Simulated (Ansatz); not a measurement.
**CH₅AlS: a spread of methods and bases**

How do the results and run time of CH₅AlS respond when the settings are drawn wide?

The runs use Ansatz 0.2.0, Gaussian basis; the settings change from run to run.

## Step 1: The molecule

The geometry comes from an earlier relaxation with PBE0-D4 in a triple-zeta def2 set; it is a stationary point, not always the lowest conformer.

SMILES `C[S][AlH2]`, 8 atoms, charge 0, spin multiplicity 1.

Atoms are counted from 1 here; the program's logs count them from 0.

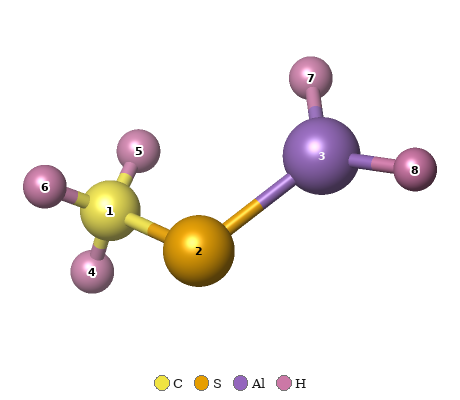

The structure; carbon yellow, sulfur amber, aluminium purple, hydrogen pink; atoms are numbered from 1 in the order of the file.

## Step 2: RPA/aug-cc-pVDZ

Set apart from the defaults: multiplicity 3, correlated electrons set to outside_noble_gas.

in.yaml reads:

```yaml
crystal:
  periodic: [false, false, false]
  atoms:
    - {symbol: C, position_ang: [-0.724634, 1.053189, -0.503650]}
    - {symbol: S, position_ang: [-1.089928, -0.442753, 0.469784]}
    - {symbol: Al, position_ang: [0.859662, -1.372357, 0.651806]}
    - {symbol: H, position_ang: [-1.303674, 1.020891, -1.425607]}
    - {symbol: H, position_ang: [0.334936, 1.125287, -0.747467]}
    - {symbol: H, position_ang: [-1.020059, 1.927610, 0.074721]}
    - {symbol: H, position_ang: [2.088308, -0.637264, -0.027599]}
    - {symbol: H, position_ang: [0.947589, -2.731804, 1.452212]}
basis:
  gaussian: {orbitals: aug-cc-pVDZ}
magnetization: {spin_polarized: true, initial_magnetization: 2}
hamiltonian: {xc: {name: HF}}
correlation: {method: rpa, electrons: outside_noble_gas}
```

Started as:

```console
ansatz run in.yaml --threads 2 --pin off --events-out ev --progress --plain --max-ram 22528MiB --backend cpu
```

The program printed:

```text
Functional definition: HF
  name "HF"
  cite "Fock, Z. Phys. 61, 126 (1930) doi:10.1007/BF01340294"
  parent pbe
  exchange = exact_x
  correlation = 0
1208 factors; integrals over basis functions are off by at most 1.1e-3 eV
mean field evaluation 1: about -18502.6438 eV, gradient 1.9e1 eV
mean field evaluation 2: about -18502.6439 eV, gradient 1.9e1 eV
mean field evaluation 4: about -18505.2069 eV, gradient 2.7e0 eV
mean field evaluation 8: about -18505.3555 eV, gradient 2.2e-1 eV
mean field evaluation 16: about -18506.7146 eV, gradient 3.1e-1 eV
mean field evaluation 32: about -18506.5751 eV, gradient 1.7e0 eV
mean field evaluation 64: about -18505.3475 eV, gradient 3.9e-1 eV
mean field -18506.72214129 eV, -680.1094943855 hartree, gradient 1.6e-6 eV, S^2 2.033317; 8 other end points of the search recorded, 0 dependent functions left out
11 core orbitals not correlated: weight in the atoms' cores, before any rotation towards them, 1.000 or more for the frozen orbitals, at most 0.000 for the correlated occupied ones
reference -18506.72214129 eV, -680.1094943855 hartree; 10, 8 occupied and 101, 103 virtual orbitals, 1208 factors
Total energy: -18518.52981697 eV, -680.5434184635 hartree
```

Run time: 11 s. Hardware: 2 threads of AMD EPYC 7R13, shared host.

⟨S²⟩ 2.033.

## Step 3: RPA/ANO-RCC-VTZP

Options: correlated electrons set to outside_noble_gas.

in.yaml: that of step 2 with these lines changed.

```diff
@@ -12,4 +12,3 @@
 basis:
-  gaussian: {orbitals: aug-cc-pVDZ}
-magnetization: {spin_polarized: true, initial_magnetization: 2}
+  gaussian: {orbitals: ANO-RCC-VTZP}
 hamiltonian: {xc: {name: HF}}
```

Launched as before.

The program printed:

```text
Functional definition: HF
  name "HF"
  cite "Fock, Z. Phys. 61, 126 (1930) doi:10.1007/BF01340294"
  parent pbe
  exchange = exact_x
  correlation = 0
1013 factors; integrals over basis functions are off by at most 1.1e-3 eV
mean field evaluation 1: about -18552.0119 eV, gradient 2.1e1 eV
mean field evaluation 2: about -18552.1073 eV, gradient 2.1e1 eV
mean field evaluation 4: about -18553.6569 eV, gradient 2.7e0 eV
mean field evaluation 8: about -18553.6886 eV, gradient 1.5e-1 eV
mean field -18553.68874711 eV, -681.8354853143 hartree, gradient 1.1e-6 eV, S^2 0.000000; 0 other end points of the search recorded, 0 dependent functions left out
11 core orbitals not correlated: weight in the atoms' cores, before any rotation towards them, 1.000 or more for the frozen orbitals, at most 0.000 for the correlated occupied ones
reference -18553.68874711 eV, -681.8354853143 hartree; 9, 9 occupied and 148, 148 virtual orbitals, 1013 factors
Total energy: -18568.73935484 eV, -682.3885849469 hartree
Relativity: scalar
```

It took 4.3 s on 2 threads of AMD EPYC 7R13, shared host.

## Step 4: B2GP-PLYP/def2-SVPD

in.yaml: that of step 3 with these lines changed.

```diff
@@ -12,4 +12,3 @@
 basis:
-  gaussian: {orbitals: ANO-RCC-VTZP}
-hamiltonian: {xc: {name: HF}}
-correlation: {method: rpa, electrons: outside_noble_gas}
+  gaussian: {orbitals: def2-SVPD}
+hamiltonian: {xc: {name: B2GP-PLYP}}
```

Same command.

The program printed, cut to the lines that bear on the results:

```text
Functional definition: B2GP-PLYP
  name "B2GP-PLYP"
  cite "Karton, Tarnopolsky, Lamère, Schatz & Martin, J. Phys. Chem. A 112, 12868 (2008) doi:10.1021/jp801805p"
  cite "Becke, Phys. Rev. A 38, 3098 (1988) doi:10.1103/PhysRevA.38.3098"
  cite "Lee, Yang & Parr, Phys. Rev. B 37, 785 (1988) doi:10.1103/PhysRevB.37.785"
[...]
1054 factors; integrals over basis functions are off by at most 1.2e-3 eV
[...]
mean field -18530.12760138 eV, -680.9696291793 hartree, gradient 6.0e-7 eV, S^2 0.000000; 0 other end points of the search recorded, 0 dependent functions left out
11 core orbitals not correlated: weight in the atoms' cores, before any rotation towards them, 1.000 or more for the frozen orbitals, at most 0.000 for the correlated occupied ones
reference -18530.12773391 eV, -680.9696340494 hartree; 9, 9 occupied and 91, 91 virtual orbitals, 1054 factors
second order -11.57646525 eV of doubles, -0.00000000 eV of singles
Total energy: -18534.29526140 eV, -681.1227878598 hartree
```

Wall time 2 s (2 threads of AMD EPYC 7R13, shared host).

## Step 5: PBE0-DH/def2-mTZVPP

in.yaml: that of step 4 with these lines changed.

```diff
@@ -12,3 +12,3 @@
 basis:
-  gaussian: {orbitals: def2-SVPD}
-hamiltonian: {xc: {name: B2GP-PLYP}}
+  gaussian: {orbitals: def2-mTZVPP}
+hamiltonian: {xc: {name: PBE0-DH}}
```

Launched as before.

The program printed, cut to the lines that bear on the results:

```text
Functional definition: PBE0-DH
  name "PBE0-DH"
  cite "Brémond & Adamo, J. Chem. Phys. 135, 024106 (2011) doi:10.1063/1.3604569"
  cite "Perdew, Burke & Ernzerhof, Phys. Rev. Lett. 77, 3865 (1996) doi:10.1103/PhysRevLett.77.3865"
[...]
857 factors; integrals over basis functions are off by at most 1.1e-3 eV
[...]
mean field -18540.87943842 eV, -681.3647519026 hartree, gradient 2.9e-6 eV, S^2 0.000000; 0 other end points of the search recorded, 0 dependent functions left out
11 core orbitals not correlated: weight in the atoms' cores, before any rotation towards them, 1.000 or more for the frozen orbitals, at most 0.000 for the correlated occupied ones
reference -18540.87945970 eV, -681.3647526844 hartree; 9, 9 occupied and 73, 73 virtual orbitals, 857 factors
second order -12.33992943 eV of doubles, -0.00000000 eV of singles
Total energy: -18542.42195088 eV, -681.4214381897 hartree
```

Run time: 1.3 s. Hardware: 2 threads of AMD EPYC 7R13, shared host.

## Step 6: B3LYP5/6-31G*

This run has multiplicity 3, restricted open-shell orbitals, atoms shaken by 0.03 Å, the search for lower states set to full.

in.yaml reads:

```yaml
crystal:
  periodic: [false, false, false]
  atoms:
    - {symbol: C, position_ang: [-0.711589, 1.072009, -0.453562]}
    - {symbol: S, position_ang: [-1.145472, -0.489282, 0.485047]}
    - {symbol: Al, position_ang: [0.850008, -1.372593, 0.660573]}
    - {symbol: H, position_ang: [-1.312237, 1.038049, -1.400479]}
    - {symbol: H, position_ang: [0.289746, 1.152827, -0.749602]}
    - {symbol: H, position_ang: [-0.999902, 1.936539, 0.095132]}
    - {symbol: H, position_ang: [2.097554, -0.609824, -0.027724]}
    - {symbol: H, position_ang: [0.925136, -2.729381, 1.458229]}
basis:
  gaussian: {orbitals: "6-31G*"}
magnetization: {spin_polarized: false, initial_magnetization: 2}
hamiltonian: {xc: {name: B3LYP5}}
scf: {lower_state_search: full}
output: {forces: true}
```

The command is unchanged.

The program printed, cut to the lines that bear on the results:

```text
Functional definition: B3LYP5
  name "B3LYP5"
  cite "Stephens, Devlin, Chabalowski & Frisch, J. Phys. Chem. 98, 11623 (1994) doi:10.1021/j100096a001"
  cite "Becke, Phys. Rev. A 38, 3098 (1988) doi:10.1103/PhysRevA.38.3098"
  cite "Lee, Yang & Parr, Phys. Rev. B 37, 785 (1988) doi:10.1103/PhysRevB.37.785"
  cite "Vosko, Wilk & Nusair, Can. J. Phys. 58, 1200 (1980) doi:10.1139/p80-159"
[...]
635 factors; integrals over basis functions are off by at most 8.0e-4 eV
[...]
mean field -18542.98329269 eV, -681.4420671208 hartree, gradient 1.5e-5 eV, S^2 2.000000; 15 other end points of the search recorded, 0 dependent functions left out
[...]
reference -18542.98353325 eV, -681.4420759612 hartree; 21, 19 occupied and 42, 44 virtual orbitals, 635 factors
Total energy: -18542.98353325 eV, -681.4420759612 hartree
Atom 0 at    -0.711589     1.072009    -0.453562 Å, force    -1.847799    -1.133568    -0.699145 eV/Å
Atom 1 at    -1.145472    -0.489282     0.485047 Å, force    -1.937235     1.834076    -0.945881 eV/Å
Atom 2 at     0.850008    -1.372593     0.660573 Å, force     3.045620    -1.011922     0.104597 eV/Å
Atom 3 at    -1.312237     1.038049    -1.400479 Å, force     0.141640    -0.072157     0.748071 eV/Å
Atom 4 at     0.289746     1.152827    -0.749602 Å, force     1.812533    -0.282794    -0.093107 eV/Å
Atom 5 at    -0.999902     1.936539     0.095132 Å, force    -0.497936     0.758211     0.725494 eV/Å
Atom 6 at     2.097554    -0.609824    -0.027724 Å, force    -0.481146    -0.016792    -0.092365 eV/Å
Atom 7 at     0.925136    -2.729381     1.458229 Å, force    -0.235678    -0.075055     0.252337 eV/Å
Dipole moment:    -0.834171     0.831527    -0.355112 e Å
```

It took 9 s on 2 threads of AMD EPYC 7R13, shared host.

Largest force 3.211 eV/Å, dipole 5.91 D.

## Step 7: B3LYP5/cc-pVTZ

This run has charge +1, multiplicity 2, density fitting with cc-pVTZ-jkfit, finite nuclei, the search for lower states set to off.

in.yaml reads:

```yaml
crystal:
  periodic: [false, false, false]
  atoms:
    - {symbol: C, position_ang: [-0.724634, 1.053189, -0.503650]}
    - {symbol: S, position_ang: [-1.089928, -0.442753, 0.469784]}
    - {symbol: Al, position_ang: [0.859662, -1.372357, 0.651806]}
    - {symbol: H, position_ang: [-1.303674, 1.020891, -1.425607]}
    - {symbol: H, position_ang: [0.334936, 1.125287, -0.747467]}
    - {symbol: H, position_ang: [-1.020059, 1.927610, 0.074721]}
    - {symbol: H, position_ang: [2.088308, -0.637264, -0.027599]}
    - {symbol: H, position_ang: [0.947589, -2.731804, 1.452212]}
basis:
  gaussian: {orbitals: cc-pVTZ, fitting: {mean_field: cc-pVTZ-jkfit}, nuclear_model: gaussian}
total_charge: 1
magnetization: {spin_polarized: true, initial_magnetization: 1}
hamiltonian: {xc: {name: B3LYP5}}
scf: {lower_state_search: off}
output: {forces: true}
```

Same command.

The program printed, cut to the lines that bear on the results:

```text
Functional definition: B3LYP5
  name "B3LYP5"
  cite "Stephens, Devlin, Chabalowski & Frisch, J. Phys. Chem. 98, 11623 (1994) doi:10.1021/j100096a001"
  cite "Becke, Phys. Rev. A 38, 3098 (1988) doi:10.1103/PhysRevA.38.3098"
  cite "Lee, Yang & Parr, Phys. Rev. B 37, 785 (1988) doi:10.1103/PhysRevB.37.785"
  cite "Vosko, Wilk & Nusair, Can. J. Phys. 58, 1200 (1980) doi:10.1139/p80-159"
[...]
471 factors; integrals over basis functions are off by at most 7.4e-1 eV
[...]
mean field -18540.47561357 eV, -681.3499116131 hartree, gradient 3.3e-6 eV, S^2 0.753896; 0 other end points of the search recorded, 0 dependent functions left out
[...]
reference -18540.47587697 eV, -681.3499212928 hartree; 20, 19 occupied and 148, 149 virtual orbitals, 471 factors
Total energy: -18540.47587697 eV, -681.3499212928 hartree
Atom 0 at    -0.724634     1.053189    -0.503650 Å, force     0.669496    -0.135152    -0.037200 eV/Å
Atom 1 at    -1.089928    -0.442753     0.469784 Å, force    -2.225532     1.466183    -0.452553 eV/Å
Atom 2 at     0.859662    -1.372357     0.651806 Å, force     3.088013    -1.586365     0.356920 eV/Å
Atom 3 at    -1.303674     1.020891    -1.425607 Å, force    -0.346410    -0.064862    -0.005666 eV/Å
Atom 4 at     0.334936     1.125287    -0.747467 Å, force    -0.063829    -0.098098     0.068777 eV/Å
Atom 5 at    -1.020059     1.927610     0.074721 Å, force    -0.317605     0.027581     0.149245 eV/Å
Atom 6 at     2.088308    -0.637264    -0.027599 Å, force    -0.450067     0.121852     0.014267 eV/Å
Atom 7 at     0.947589    -2.731804     1.452212 Å, force    -0.354064     0.268859    -0.093789 eV/Å
Dipole moment:    -0.099949     0.287622    -0.154351 e Å
Checks for a lower state left out: stability, starts, cluster_reference, orbital_swaps, neighbouring_geometries, increment
```

Wall time 2.2 s (2 threads of AMD EPYC 7R13, shared host).

Largest force 3.490 eV/Å, ⟨S²⟩ 0.754.

## Step 8: SVWN5/ANO-RCC-VTZP

in.yaml: that of step 7 with these lines changed.

```diff
@@ -12,7 +12,3 @@
 basis:
-  gaussian: {orbitals: cc-pVTZ, fitting: {mean_field: cc-pVTZ-jkfit}, nuclear_model: gaussian}
-total_charge: 1
-magnetization: {spin_polarized: true, initial_magnetization: 1}
-hamiltonian: {xc: {name: B3LYP5}}
-scf: {lower_state_search: off}
-output: {forces: true}
+  gaussian: {orbitals: ANO-RCC-VTZP}
+hamiltonian: {xc: {name: SVWN5}}
```

The command is unchanged.

The program printed:

```text
Functional definition: SVWN5
  name "SVWN5"
  cite "Dirac, Proc. Camb. Phil. Soc. 26, 376 (1930) doi:10.1017/S0305004100016108"
  cite "Slater, Phys. Rev. 81, 385 (1951) doi:10.1103/PhysRev.81.385"
  cite "Vosko, Wilk & Nusair, Can. J. Phys. 58, 1200 (1980) doi:10.1139/p80-159"
  exchange = slater_x
  correlation = vwn5_c
1205 factors; their error is unknown
mean field evaluation 1: about -18509.3493 eV, gradient 5.8e1 eV
mean field evaluation 2: about -18493.7108 eV, gradient 8.8e1 eV
mean field evaluation 4: about -18517.3071 eV, gradient 7.5e0 eV
mean field evaluation 8: about -18517.4872 eV, gradient 1.4e-1 eV
mean field evaluation 16: about -18517.4433 eV, gradient 5.3e-5 eV
mean field -18517.44326721 eV, -680.5034884959 hartree, gradient 5.3e-5 eV, S^2 0.000000; 0 other end points of the search recorded, 0 dependent functions left out
reference -18517.44332954 eV, -680.5034907866 hartree; 20, 20 occupied and 148, 148 virtual orbitals, 1205 factors
Total energy: -18517.44332954 eV, -680.5034907866 hartree
Relativity: scalar
```

Run time: 1.8 s. Hardware: 2 threads of AMD EPYC 7R13, shared host.

## Step 9: wB97M-V/aug-cc-pVDZ

Options: charge +1, multiplicity 2, density fitting with cc-pVTZ-jkfit, high accuracy.

in.yaml: that of step 8 with these lines changed.

```diff
@@ -12,3 +12,7 @@
 basis:
-  gaussian: {orbitals: ANO-RCC-VTZP}
-hamiltonian: {xc: {name: SVWN5}}
+  gaussian: {orbitals: aug-cc-pVDZ, fitting: {mean_field: cc-pVTZ-jkfit}}
+total_charge: 1
+magnetization: {spin_polarized: true, initial_magnetization: 1}
+hamiltonian: {xc: {name: wB97M-V}}
+accuracy: high
+output: {forces: true}
```

The command is unchanged.

The program printed, cut to the lines that bear on the results:

```text
Functional definition: wB97M-V
  name "wB97M-V"
  cite "Mardirossian & Head-Gordon, J. Chem. Phys. 144, 214110 (2016) doi:10.1063/1.4952647"
  cite "Becke, J. Chem. Phys. 107, 8554 (1997) doi:10.1063/1.475007"
  cite "Vydrov & Van Voorhis, J. Chem. Phys. 133, 244103 (2010) doi:10.1063/1.3521275"
  # Of w^i u^j: cxij and so on, Table III.
[...]
  gx(w, u) = 1 - cx + cx01*u + cx10*w
  gss(w, u) = css00 + css04*u^4 + css10*w + css20*w^2 + css43*w^4*u^3
  gos(w, u) = cos00 + cos10*w + (cos20 + cos21*u)*w^2 + (cos60 + cos61*u)*w^6
[...]
      + integral(e_c_pw_mod_opposite_spin*gos(b97_w_opposite, b97_u_opposite)) + vv10(b, c)
471 factors; integrals over basis functions are off by at most 3.8e-1 eV
471 factors; integrals over basis functions are off by at most 2.4e-2 eV
[...]
mean field -18540.16973806 eV, -681.3386708951 hartree, gradient 7.6e-8 eV, S^2 0.752255; 4 other end points of the search recorded, 0 dependent functions left out
[...]
reference -18540.16975636 eV, -681.3386715677 hartree; 20, 19 occupied and 102, 103 virtual orbitals, 471 factors
Total energy: -18540.16975636 eV, -681.3386715677 hartree
Atom 0 at    -0.724634     1.053189    -0.503650 Å, force     0.622902    -0.380824     0.120545 eV/Å
Atom 1 at    -1.089928    -0.442753     0.469784 Å, force    -2.395033     1.572518    -0.484481 eV/Å
Atom 2 at     0.859662    -1.372357     0.651806 Å, force     3.250959    -1.638718     0.356747 eV/Å
Atom 3 at    -1.303674     1.020891    -1.425607 Å, force    -0.448432    -0.086832    -0.191616 eV/Å
Atom 4 at     0.334936     1.125287    -0.747467 Å, force     0.173574    -0.084876     0.016058 eV/Å
Atom 5 at    -1.020059     1.927610     0.074721 Å, force    -0.360521     0.194374     0.274857 eV/Å
Atom 6 at     2.088308    -0.637264    -0.027599 Å, force    -0.471915     0.150194     0.001143 eV/Å
Atom 7 at     0.947589    -2.731804     1.452212 Å, force    -0.371533     0.274164    -0.093255 eV/Å
Dipole moment:    -0.094832     0.278464    -0.149803 e Å
```

Run time: 57 s. Hardware: 2 threads of AMD EPYC 7R13, shared host; peak memory 1.1 GiB.

Largest force 3.658 eV/Å, ⟨S²⟩ 0.752.

## Step 10: rPW86-PBE/def2-TZVP

Set apart from the defaults: atoms shaken by 0.15 Å, D3(BJ) with three-body dispersion.

in.yaml reads:

```yaml
crystal:
  periodic: [false, false, false]
  atoms:
    - {symbol: C, position_ang: [-0.418728, 1.205898, -0.580746]}
    - {symbol: S, position_ang: [-1.082006, -0.460151, 0.570883]}
    - {symbol: Al, position_ang: [0.953570, -1.388678, 0.320787]}
    - {symbol: H, position_ang: [-1.534313, 0.873378, -1.300749]}
    - {symbol: H, position_ang: [0.842805, 1.289325, -0.441196]}
    - {symbol: H, position_ang: [-1.270139, 2.020832, 0.016714]}
    - {symbol: H, position_ang: [2.282147, -0.452915, -0.076841]}
    - {symbol: H, position_ang: [1.019439, -2.797575, 1.331199]}
basis:
  gaussian: {orbitals: def2-TZVP}
hamiltonian: {xc: {name: rPW86-PBE}, dispersion: d3bjatm}
output: {forces: true}
```

Same command.

The program printed, cut to the lines that bear on the results:

```text
Functional definition: rPW86-PBE
  name "rPW86-PBE"
  cite "Murray, Lee & Langreth, J. Chem. Theory Comput. 5, 2754 (2009) doi:10.1021/ct900365q"
  cite "Perdew, Burke & Ernzerhof, Phys. Rev. Lett. 77, 3865 (1996) doi:10.1103/PhysRevLett.77.3865"
  parent pbe
[...]
920 factors; their error is unknown
[...]
mean field -18568.44815398 eV, -682.3778835124 hartree, gradient 7.8e-6 eV, S^2 0.000000; 0 other end points of the search recorded, 0 dependent functions left out
[...]
reference -18568.44826910 eV, -682.3778877431 hartree; 20, 20 occupied and 115, 115 virtual orbitals, 920 factors
Total energy: -18568.60906493 eV, -682.3837968811 hartree
Atom 0 at    -0.418728     1.205898    -0.580746 Å, force    -5.518053    -0.031346     2.332168 eV/Å
Atom 1 at    -1.082006    -0.460151     0.570883 Å, force     2.017871     0.732555    -0.916955 eV/Å
Atom 2 at     0.953570    -1.388678     0.320787 Å, force    -0.261031    -0.500576     1.749477 eV/Å
Atom 3 at    -1.534313     0.873378    -1.300749 Å, force     4.591522     0.936985     0.341303 eV/Å
Atom 4 at     0.842805     1.289325    -0.441196 Å, force    -3.810658    -0.038876    -1.203993 eV/Å
Atom 5 at    -1.270139     2.020832     0.016714 Å, force     3.586069    -1.518932    -1.143827 eV/Å
Atom 6 at     2.282147    -0.452915    -0.076841 Å, force    -0.782177    -0.511773    -0.064150 eV/Å
Atom 7 at     1.019439    -2.797575     1.331199 Å, force     0.176458     0.931962    -1.094023 eV/Å
Dipole moment:     0.095171     0.215574    -0.342595 e Å
```

It took 2.7 s on 2 threads of AMD EPYC 7R13, shared host.

Largest force 5.991 eV/Å, dipole 2.00 D.

## Step 11: The runs in one table

```
              level  charge  multiplicity  geometry  functions  energy (eV)   time
    RPA/aug-cc-pVDZ       0             3   relaxed        122   -18518.530   11 s
   RPA/ANO-RCC-VTZP       0             1   relaxed        168   -18568.739  4.3 s
B2GP-PLYP/def2-SVPD       0             1   relaxed        111   -18534.295    2 s
PBE0-DH/def2-mTZVPP       0             1   relaxed         93   -18542.422  1.3 s
      B3LYP5/6-31G*       0             3    shaken         63   -18542.984    9 s
     B3LYP5/cc-pVTZ       1             2   relaxed        168   -18540.476  2.2 s
 SVWN5/ANO-RCC-VTZP       0             1   relaxed        168   -18517.443  1.8 s
wB97M-V/aug-cc-pVDZ       1             2   relaxed        122   -18540.170   57 s
rPW86-PBE/def2-TZVP       0             1    shaken        135   -18568.609  2.7 s
```

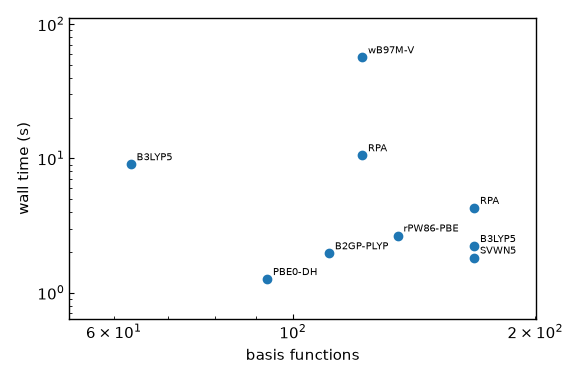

Wall time against the number of basis functions (shared host).

## Step 12: Summary of results

| quantity | value |
| --- | --- |
| runs | 9 |
| quickest | PBE0-DH/def2-mTZVPP, 1.3 s |
| slowest | wB97M-V/aug-cc-pVDZ, 57 s |
| spread of total energies, same state and geometry | 51.3 eV |

wB97M-V/aug-cc-pVDZ took 45 times as long as PBE0-DH/def2-mTZVPP. The jobs differ in tasks and options as well as level. Total energies at one charge and spin differ by 51 eV between levels, so only differences within one level mean anything. Some of these runs are scalar-relativistic and others not, which shifts the totals of all-electron atoms past neon by eV; core potentials, where a basis has them, take the core out of the total altogether.
